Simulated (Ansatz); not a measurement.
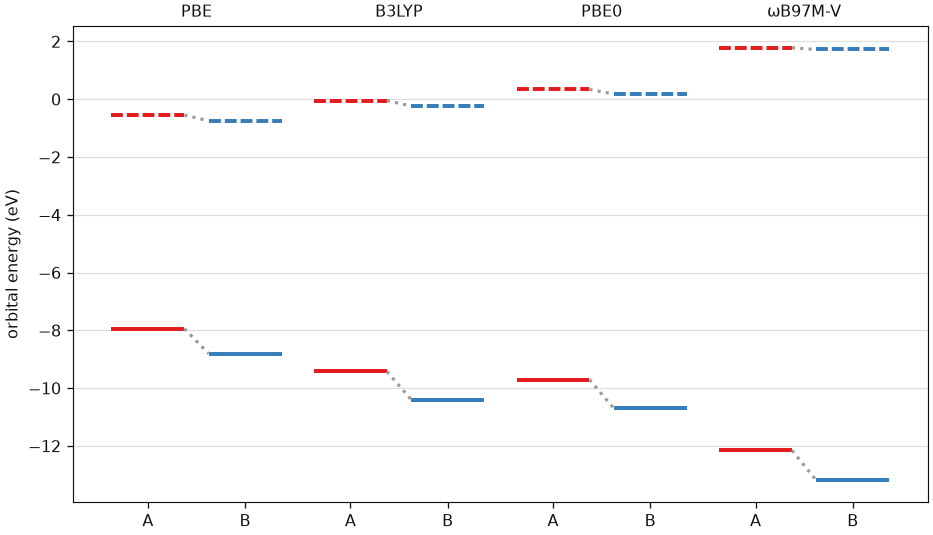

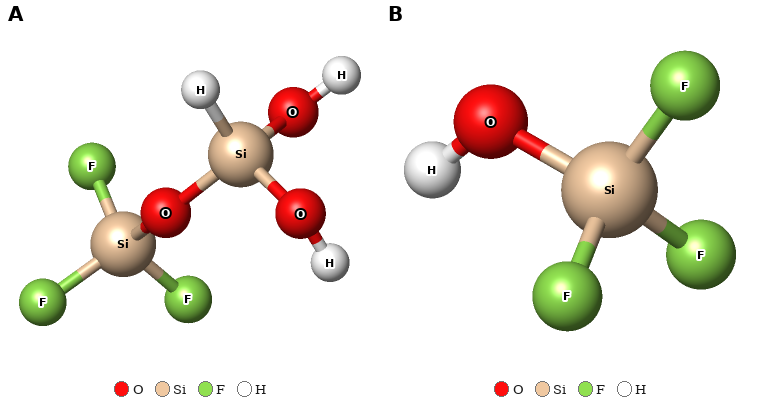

One change: A, Si₂H₃O₃F₃ (SMILES O[SiH](O)O[Si](F)(F)F), becomes B, SiHOF₃ (SMILES O[Si](F)(F)F). SiH₃O₂ (bound through Si) on O is replaced by H. HOMO (solid) and LUMO (dashed) computed in def2-TZVPP at PBE0-D4/def2-TZVP geometries, both minima by their frequencies, gas phase, the Ansatz code 0.2.0. Empty levels above zero depend strongly on the basis.

### What does the change do to HOMO and LUMO?

PBE: the HOMO falls by 0.87 eV, the LUMO falls by 0.20 eV, and the separation goes from 7.39 to 8.06 eV. B3LYP: the HOMO falls by 0.97 eV, the LUMO falls by 0.18 eV, and the separation goes from 9.38 to 10.17 eV. PBE0: the HOMO falls by 1.00 eV, the LUMO falls by 0.16 eV, and the separation goes from 10.04 to 10.88 eV. ωB97M-V: the HOMO falls by 1.04 eV, the LUMO falls by 0.06 eV, and the separation goes from 13.94 to 14.92 eV.

### Do the functionals agree on the effect?

They agree on the direction for both levels; the HOMO shift lies between −1.04 and −0.87 eV and the LUMO shift between −0.20 and −0.06 eV, while the separations themselves differ by up to 6.9 eV between functionals.

Caveats: one conformer of each flexible molecule.
